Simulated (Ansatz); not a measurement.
## Electronic structure of NH₃···H₃OSi (doublet) in real space

| atom | x (Å) | y (Å) | z (Å) |
| --- | --- | --- | --- |
| H | 0.6048 | -1.1412 | 1.3794 |
| O | 1.2396 | 0.0306 | 0.0508 |
| Si | 0.2496 | 0.8543 | -0.9751 |
| N | -0.4071 | -1.2017 | 1.3683 |
| H | -0.6809 | 1.7763 | -0.2628 |
| H | 1.1684 | 1.6517 | -1.8365 |
| H | -0.5706 | -0.0477 | -1.8335 |
| H | -0.7578 | -1.5984 | 0.5100 |
| H | -0.8462 | -0.3238 | 1.5996 |

The product side of a reaction path; geometry: PBE0-D4/def2-TZVP.

The calculation used Ansatz, UKS PBE0-D4/def2-TZVPP.

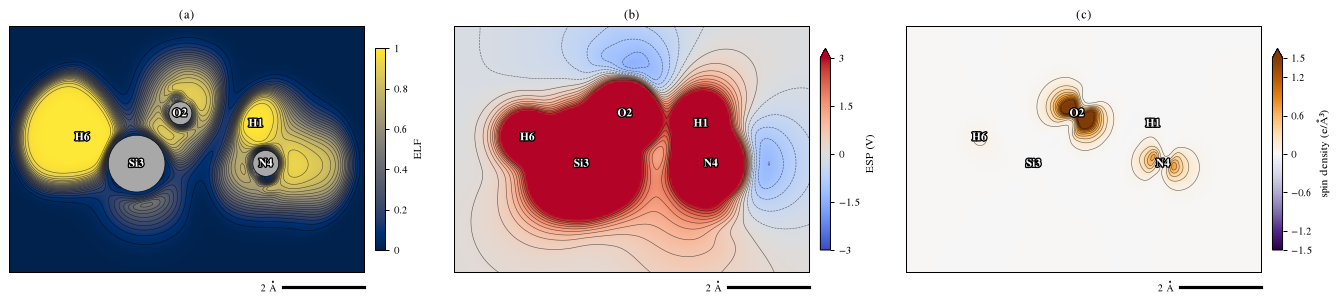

Figure 1. (a) ELF; (b) electrostatic potential; (c) spin density on the plane of atoms O2, Si3 and H6. Grey discs cover the atomic cores in the ELF map.

### Interpret the plot.

Atoms in the plane: H, O, Si and N.
O2···H1 (1.88 Å): the ELF dips to about 0.10 between them: by its geometry a hydrogen bond between the two molecules, with no shared pair.
Si–O (1.65 Å): the ELF peaks at about 0.85 between the atoms (a polar covalent bond).
N–H (1.01 Å): the ELF climbs to about 1 towards the hydrogen, as it does in any bond to H; an ordinary covalent bond to hydrogen.
Si–H (1.49 Å): the ELF climbs to about 1 towards the hydrogen.
The ELF also peaks beside N4 and O2, away from the bonds: non-bonding electrons, paired or unpaired.
The unpaired spin (1 electron) lies mostly on O2 (about 0.7) and N4 (about 0.2), in electrons by Hirshfeld's partition.
Outside the dense part of the complex the potential is most negative (−1.4 V) near O2.

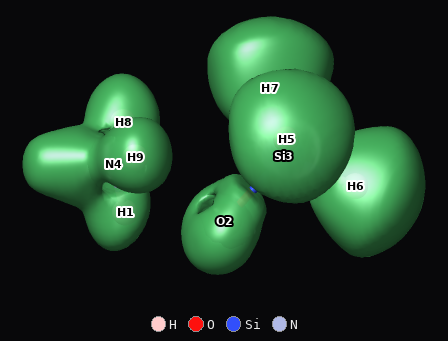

Figure 2. Isosurface of the electron localisation function at 0.75 (green), seen at a tilt. Only the valence region is drawn (cores and ρ < 0.01 e/Å³ removed).

### Identify the bonds, lone pairs and shells in this picture.

The ELF exceeds this value in three regions around hydrogen nuclei, one region on O in which the atom's valence shell and bonds are merged and one joined region spread over several atoms (H, N), in which their bonds and any lone pairs are merged.

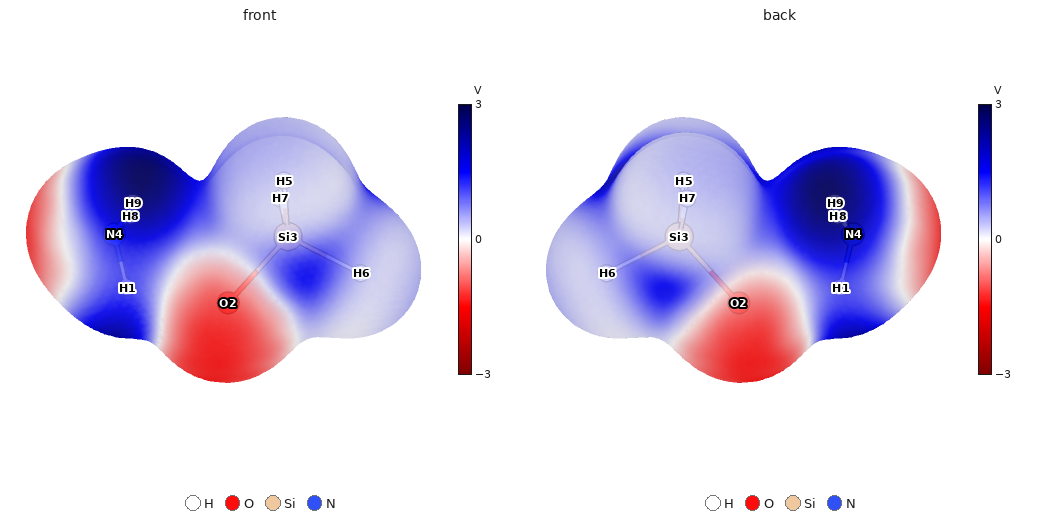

Figure 3. The molecular electrostatic potential painted on the density surface at 0.004 e/bohr³, seen from the front and from behind; red is negative and blue positive.

### Which sites attract a positive test charge, and which a negative one?

A positive charge is drawn to the negative regions and a negative charge to the positive ones. The most negative region (about −1.4 V, or −32 kcal/mol for a unit charge) lies over O2, the most positive (about +2.8 V, or +65 kcal/mol for a unit charge) over H8 and H9. O2 is the likeliest acceptor of a hydrogen bond.
